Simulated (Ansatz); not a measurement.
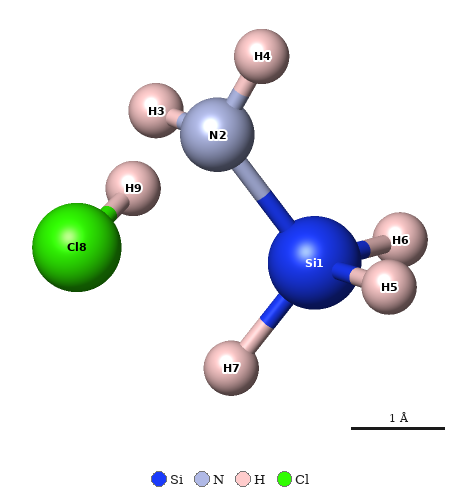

The input geometry (ball-and-stick view, seen at a tilt; atoms are numbered from 1 in the order of the input). Bond lengths as drawn: Cl–H 1.36 Å, H–N 1.03 Å, H–Si 1.50 to 1.51 Å and N–Si 1.79 Å.

## Run report: SiNH6Cl, nudged elastic band

System: SiNH6Cl.
Method: RKS revPBE-D4/def2-SVP (Ansatz 0.2.0).

It belongs to a series of runs on one base structure; here: band between the two ends. Figures and captions count atoms from 1; the log counts them from 0 in places.

## Input
```yaml
crystal:
  periodic: [false, false, false]
  atoms:
    - { symbol: Si, position_ang: [-0.122447, 0.237571, 0.087255] }
    - { symbol: "N", position_ang: [0.091357, -0.113986, 1.827276] }
    - { symbol: H, position_ang: [-0.773619, -0.284644, 2.354551] }
    - { symbol: H, position_ang: [0.656726, 0.56553, 2.350602] }
    - { symbol: H, position_ang: [1.252243, 0.35565, -0.495523] }
    - { symbol: H, position_ang: [-0.884539, 1.511905, -0.176778] }
    - { symbol: H, position_ang: [-0.880683, -0.917611, -0.490625] }
    - { symbol: Cl, position_ang: [1.6501, -2.736784, 1.560295] }
    - { symbol: H, position_ang: [0.968065, -1.58753, 1.796246] }
basis:
  gaussian: { orbitals: def2-SVP }
hamiltonian:
  xc: revpbe
  dispersion: d4
neb:
  order_check: false
  images: 5
  f_tol: 0.05
  max_iterations: 60
  final_atoms:
    - { symbol: Si, position_ang: [0.44910326, -0.16119532, -0.29964246] }
    - { symbol: "N", position_ang: [-0.20312255, -0.4205231, 2.32195478] }
    - { symbol: H, position_ang: [-1.11845533, -0.09343601, 2.66135602] }
    - { symbol: H, position_ang: [0.50695113, 0.05677881, 2.8937966] }
    - { symbol: H, position_ang: [0.82866304, -0.02578932, -1.75884008] }
    - { symbol: H, position_ang: [0.28939649, 1.23854488, 0.21086829] }
    - { symbol: H, position_ang: [-0.7955961, -0.99528246, -0.27865247] }
    - { symbol: Cl, position_ang: [2.13682236, -1.15338946, 0.4869602] }
    - { symbol: H, position_ang: [-0.13655929, -1.41560703, 2.57549812] }
  initial_path:
    images:
      - { positions_ang: [[-0.122447, 0.237571, 0.087255], [0.091357, -0.113986, 1.827276], [-0.773619, -0.284644, 2.354551], [0.656726, 0.56553, 2.350602], [1.252243, 0.35565, -0.495523], [-0.884539, 1.511905, -0.176778], [-0.880683, -0.917611, -0.490625], [1.6501, -2.736784, 1.560295], [0.968065, -1.58753, 1.796246]] }
      - { positions_ang: [[-0.08535967, 0.16654737, 0.06189466], [0.06418525, -0.08688229, 1.9449569], [-0.80260069, -0.2972985, 2.47347496], [0.73465691, 0.45346298, 2.47003358], [1.28843558, 0.25203108, -0.49300949], [-0.82626848, 1.41611723, -0.2634571], [-0.81958261, -0.99753929, -0.49365627], [1.52488036, -2.46252184, 1.27823608], [0.87885635, -1.41381573, 1.83482568]] }
      - { positions_ang: [[-0.04827233, 0.09552375, 0.03653431], [0.03701351, -0.05977859, 2.0626378], [-0.83158239, -0.30995299, 2.59239892], [0.81258783, 0.34139595, 2.58946517], [1.32462815, 0.14841216, -0.49049599], [-0.76799797, 1.32032946, -0.35013619], [-0.75848222, -1.07746759, -0.49668755], [1.39966072, -2.18825968, 0.99617715], [0.78964771, -1.24010147, 1.87340537]] }
      - { positions_ang: [[-0.011185, 0.02450012, 0.01117397], [0.00984176, -0.03267488, 2.18031871], [-0.86056408, -0.32260749, 2.71132288], [0.89051874, 0.22932893, 2.70889675], [1.36082073, 0.04479325, -0.48798248], [-0.70972745, 1.22454168, -0.43681529], [-0.69738183, -1.15739588, -0.49971882], [1.27444108, -1.91399752, 0.71411823], [0.70043906, -1.0663872, 1.91198505]] }
      - { positions_ang: [[0.14224442, -0.03739836, -0.09243151], [-0.06114634, -0.16195762, 2.22753073], [-0.94652783, -0.246217, 2.69466726], [0.76266287, 0.17181222, 2.77053003], [1.18343483, 0.02126572, -0.91160168], [-0.37668614, 1.22920942, -0.22092076], [-0.73011992, -1.10335807, -0.42603004], [1.5619015, -1.6604615, 0.63839889], [0.42143961, -1.18279381, 2.13315608]] }
      - { positions_ang: [[0.29567384, -0.09929684, -0.19603699], [-0.13213444, -0.29124036, 2.27474276], [-1.03249158, -0.16982651, 2.67801164], [0.634807, 0.11429552, 2.83216332], [1.00604894, -0.0022618, -1.33522088], [-0.04364483, 1.23387715, -0.00502623], [-0.76285801, -1.04932026, -0.35234126], [1.84936193, -1.40692548, 0.56267954], [0.14244016, -1.29920042, 2.3543271]] }
      - { positions_ang: [[0.44910326, -0.16119532, -0.29964246], [-0.20312255, -0.4205231, 2.32195478], [-1.11845533, -0.09343601, 2.66135602], [0.50695113, 0.05677881, 2.8937966], [0.82866304, -0.02578932, -1.75884008], [0.28939649, 1.23854488, 0.21086829], [-0.7955961, -0.99528246, -0.27865247], [2.13682236, -1.15338946, 0.4869602], [-0.13655929, -1.41560703, 2.57549812]] }
```

Command:
```bash
ansatz run input.yaml --threads 1 --pin off --max-ram 2048MiB --backend cpu --events-out ev --progress --plain --runs-dir out
```

## What the program printed
```
Engine: ansatz 0.2.0, aarch64-unknown-linux-gnu
Functional definition: revPBE
  parameter kappa = 1.245
  parameter beta = 0.06672455060314922
  exchange = pbe_x(kappa = kappa, mu = beta*pi^2/3)
  correlation = pbe_c(beta = beta)
911 factors; their error is unknown
mean field evaluation 1: about -21970.8563 eV, gradient 5.4e1 eV
mean field evaluation 2: about -21953.8848 eV, gradient 9.6e1 eV
mean field evaluation 4: about -21976.7077 eV, gradient 3.7e0 eV
mean field evaluation 8: about -21976.7420 eV, gradient 3.1e-2 eV
mean field evaluation 16: about -21976.6830 eV, gradient 1.4e-5 eV
mean field -21976.68295728 eV, -807.6282023492 hartree, gradient 1.4e-5 eV, S^2 0.000000; 0 other end points of the search recorded, 0 dependent functions left out
the calculation of the forces begins
reference -21976.68299792 eV, -807.6282038429 hartree; 22, 22 occupied and 58, 58 virtual orbitals, 911 factors
911 factors; their error is unknown
mean field evaluation 32: about -21976.9877 eV, gradient 9.5e-5 eV
mean field -21976.98770097 eV, -807.6394014732 hartree, gradient 1.6e-5 eV, S^2 0.000000; 0 other end points of the search recorded, 0 dependent functions left out
[... from here on the field's lines of each further geometry are left out, up to the last ...]
NEB iter   1: max|band force component| = 3.326e0 eV/Å  barrier→ = 2.1506 eV  barrier← = 2.4700 eV  Δτ_max = 0.1983 Å  (177 SCF iters)
NEB iter   2: max|band force component| = 1.716e0 eV/Å  barrier→ = 1.1610 eV  barrier← = 1.4804 eV  Δτ_max = 0.1984 Å  (134 SCF iters)
NEB iter   3: max|band force component| = 1.270e0 eV/Å  barrier→ = 0.6762 eV  barrier← = 0.9956 eV  Δτ_max = 0.2000 Å  (143 SCF iters)
NEB iter   4: max|band force component| = 1.334e0 eV/Å  barrier→ = 0.4858 eV  barrier← = 0.8051 eV  Δτ_max = 0.1001 Å  (133 SCF iters)
NEB iter   5: max|band force component| = 5.370e-1 eV/Å  barrier→ = 0.4662 eV  barrier← = 0.7856 eV  CI = image 2  Δτ_max = 0.1123 Å  (131 SCF iters)
NEB iter   6: max|band force component| = 4.179e-1 eV/Å  barrier→ = 0.3615 eV  barrier← = 0.6809 eV  CI = image 2  Δτ_max = 0.0866 Å  (134 SCF iters)
NEB iter   7: max|band force component| = 7.303e-1 eV/Å  barrier→ = 0.3500 eV  barrier← = 0.6693 eV  CI = image 2  Δτ_max = 0.0427 Å  (132 SCF iters)
NEB iter   8: max|band force component| = 5.903e-1 eV/Å  barrier→ = 0.3430 eV  barrier← = 0.6624 eV  CI = image 2  Δτ_max = 0.0849 Å  (137 SCF iters)
NEB iter   9: max|band force component| = 2.924e-1 eV/Å  barrier→ = 0.3181 eV  barrier← = 0.6375 eV  CI = image 2  Δτ_max = 0.0552 Å  (133 SCF iters)
NEB iter  10: max|band force component| = 1.644e-1 eV/Å  barrier→ = 0.3152 eV  barrier← = 0.6346 eV  CI = image 2  Δτ_max = 0.0365 Å  (136 SCF iters)
NEB iter  11: max|band force component| = 1.147e-1 eV/Å  barrier→ = 0.3132 eV  barrier← = 0.6326 eV  CI = image 2  Δτ_max = 0.0188 Å  (137 SCF iters)
NEB iter  12: max|band force component| = 8.131e-2 eV/Å  barrier→ = 0.3119 eV  barrier← = 0.6313 eV  CI = image 2  Δτ_max = 0.0140 Å  (131 SCF iters)
the calculation of the forces begins
reference -21976.84177611 eV, -807.6340388335 hartree; 22, 22 occupied and 58, 58 virtual orbitals, 911 factors
911 factors; their error is unknown
mean field -21976.30727421 eV, -807.6143962511 hartree, gradient 9.5e-6 eV, S^2 0.000000; 1 other end points of the search recorded, 0 dependent functions left out
the calculation of the forces begins
reference -21976.30731313 eV, -807.6143976816 hartree; 22, 22 occupied and 58, 58 virtual orbitals, 911 factors
NEB iter  13: max|band force component| = 3.683e-2 eV/Å  barrier→ = 0.3117 eV  barrier← = 0.6311 eV  CI = image 2  Δτ_max = 0.0000 Å  (262 SCF iters)
```

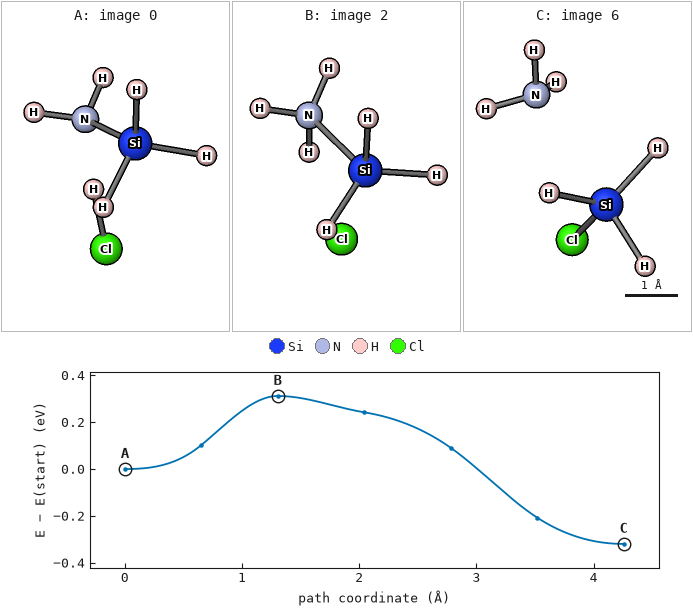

Images of the last band (counted from 0; ball-and-stick, seen at a tilt) above the energy along the path; the line is a cubic interpolation that uses the forces. The highest image is number 2, 0.312 eV above the start and 0.631 eV above the end (the climbing image); the end lies 0.319 eV below the start. The path is 4.26 Å long. The band converged in 13 iterations.

```
Total energy: -21976.82386301 eV, -807.6333805394 hartree
Atom 0 at     0.068940    -0.082481     0.079747 Å, force    -0.005494     0.006095    -0.020746 eV/Å
Atom 1 at     0.115243    -0.179489     1.990971 Å, force     0.021633     0.005543     0.021318 eV/Å
Atom 2 at    -0.812365    -0.197518     2.441261 Å, force     0.003448    -0.001151    -0.000847 eV/Å
Atom 3 at     0.673841     0.572325     2.422010 Å, force    -0.021915     0.015774     0.001952 eV/Å
Atom 4 at     1.395872     0.276857    -0.495136 Å, force    -0.003206    -0.005337    -0.006790 eV/Å
Atom 5 at    -0.734119     1.214327     0.022960 Å, force     0.008233    -0.005568     0.003931 eV/Å
Atom 6 at    -0.834907    -1.104530    -0.519320 Å, force     0.002701     0.005120     0.003633 eV/Å
Atom 7 at     1.430539    -2.320955     0.837473 Å, force    -0.001233     0.007121     0.003619 eV/Å
Atom 8 at     0.654158    -1.148436     2.033334 Å, force    -0.004167    -0.027598    -0.006070 eV/Å
Dipole moment:    -0.544149     0.901867     0.603687 e Å
this run last wrote the band of iteration 13 to [file]
```

## The last band as extended XYZ (Å, eV, eV/Å)
```
9
Properties=species:S:1:pos:R:3:forces:R:3 image=0 energy=-21977.13551
Si   -0.1224    0.2376    0.0873    0.0060  -0.0142   0.0009
N     0.0914   -0.1140    1.8273   -0.0021   0.0042  -0.0163
H    -0.7736   -0.2846    2.3546   -0.0020  -0.0014   0.0085
H     0.6567    0.5655    2.3506    0.0021   0.0030   0.0090
H     1.2522    0.3557   -0.4955    0.0002   0.0041   0.0002
H    -0.8845    1.5119   -0.1768   -0.0006   0.0036  -0.0006
H    -0.8807   -0.9176   -0.4906   -0.0032   0.0010  -0.0002
Cl    1.6501   -2.7368    1.5603   -0.0001   0.0012   0.0006
H     0.9681   -1.5875    1.7962   -0.0005  -0.0016  -0.0022
9
Properties=species:S:1:pos:R:3:forces:R:3 image=1 energy=-21977.03350
Si   -0.0434    0.1039    0.1212   -0.0822   0.1403   0.0339
N     0.0837   -0.1173    1.9196   -0.0208   0.0407  -0.0468
H    -0.8151   -0.1857    2.4150    0.0069  -0.0061  -0.0149
H     0.6593    0.5875    2.3989   -0.0138   0.0062  -0.0155
H     1.3415    0.2590   -0.4223   -0.0431  -0.0049   0.0487
H    -0.8208    1.3631   -0.1312   -0.0638   0.1120  -0.0978
H    -0.7962   -1.0601   -0.4414    0.0213   0.0388   0.0564
Cl    1.5129   -2.4928    1.1471    0.0565  -0.1169   0.2053
H     0.8354   -1.4275    1.8064    0.1389  -0.2100  -0.1693
9
Properties=species:S:1:pos:R:3:forces:R:3 image=2 energy=-21976.82382
Si    0.0689   -0.0825    0.0797   -0.0055   0.0061  -0.0207
N     0.1152   -0.1795    1.9910    0.0216   0.0055   0.0213
H    -0.8124   -0.1975    2.4413    0.0034  -0.0012  -0.0008
H     0.6738    0.5723    2.4220   -0.0219   0.0158   0.0020
H     1.3959    0.2769   -0.4951   -0.0032  -0.0053  -0.0068
H    -0.7341    1.2143    0.0230    0.0082  -0.0056   0.0039
H    -0.8349   -1.1045   -0.5193    0.0027   0.0051   0.0036
Cl    1.4305   -2.3210    0.8375   -0.0012   0.0071   0.0036
H     0.6542   -1.1484    2.0333   -0.0042  -0.0276  -0.0061
9
Properties=species:S:1:pos:R:3:forces:R:3 image=3 energy=-21976.89335
Si    0.2017   -0.2290    0.0463    0.0153  -0.0103  -0.0110
N     0.0799   -0.2341    2.0829    0.0057  -0.0161   0.0479
H    -0.8816   -0.0939    2.4289   -0.0088   0.0207  -0.0108
H     0.6680    0.5107    2.4858   -0.0107   0.0043  -0.0017
H     1.3177    0.2829   -0.8254   -0.0083  -0.0062  -0.0410
H    -0.5726    1.1044    0.1819    0.0267  -0.0147   0.0170
H    -0.8749   -1.0914   -0.5438   -0.0054  -0.0008  -0.0058
Cl    1.5513   -2.0667    0.5861    0.0109   0.0346  -0.0266
H     0.4678   -1.1527    2.3706   -0.0255  -0.0115   0.0321
9
Properties=species:S:1:pos:R:3:forces:R:3 image=4 energy=-21977.04426
Si    0.2927   -0.2271   -0.0232    0.0470   0.0019  -0.0338
N    -0.0149   -0.3126    2.1447   -0.0404  -0.0489   0.0323
H    -0.9806   -0.1206    2.4452   -0.0398   0.0058   0.0130
H     0.5896    0.4089    2.5635   -0.0343  -0.0374   0.0326
H     1.1505    0.1662   -1.2051   -0.0814  -0.0688  -0.1921
H    -0.2824    1.1629    0.2662    0.1477   0.0349   0.0367
H    -0.8874   -1.0556   -0.4438   -0.0212   0.0153   0.0529
Cl    1.7845   -1.7668    0.5683    0.1019   0.1285  -0.0017
H     0.3051   -1.2252    2.4974   -0.0796  -0.0313   0.0600
9
Properties=species:S:1:pos:R:3:forces:R:3 image=5 energy=-21977.34248
Si    0.3608   -0.2037   -0.1414    0.0373   0.0047  -0.0587
N    -0.1099   -0.3888    2.2126   -0.0411  -0.0284   0.0288
H    -1.0667   -0.1707    2.5201   -0.0381  -0.0068   0.0366
H     0.5188    0.2936    2.6588   -0.0355  -0.0428   0.0379
H     0.9424    0.0556   -1.5141   -0.0950  -0.0731  -0.1520
H     0.0697    1.2060    0.3117    0.1721   0.0174   0.0161
H    -0.8898   -1.0090   -0.3492   -0.0065   0.0145   0.0526
Cl    1.9759   -1.4403    0.5386    0.0813   0.1465  -0.0045
H     0.1558   -1.3124    2.5763   -0.0744  -0.0319   0.0433
9
Properties=species:S:1:pos:R:3:forces:R:3 image=6 energy=-21977.45489
Si    0.4491   -0.1612   -0.2996   -0.0037   0.0002   0.0086
N    -0.2031   -0.4205    2.3220    0.0023   0.0006  -0.0115
H    -1.1185   -0.0934    2.6614   -0.0016   0.0011   0.0058
H     0.5070    0.0568    2.8938    0.0013  -0.0003   0.0006
H     0.8287   -0.0258   -1.7588    0.0000  -0.0004   0.0011
H     0.2894    1.2385    0.2109    0.0019  -0.0005  -0.0025
H    -0.7956   -0.9953   -0.2787    0.0022  -0.0013  -0.0023
Cl    2.1368   -1.1534    0.4870   -0.0009   0.0018  -0.0003
H    -0.1366   -1.4156    2.5755   -0.0015  -0.0014   0.0004
```

## Key numbers

```csv
quantity,value
outcome,converged
"barrier, forward",0.312 eV
"barrier, backward",0.631 eV
hardware,"1 thread of Arm Neoverse V2, 24 GiB of memory available, shared host"
wall time,1.9 min
peak memory,0.11 GiB
```

## Remarks

The order of the saddle point was not checked.
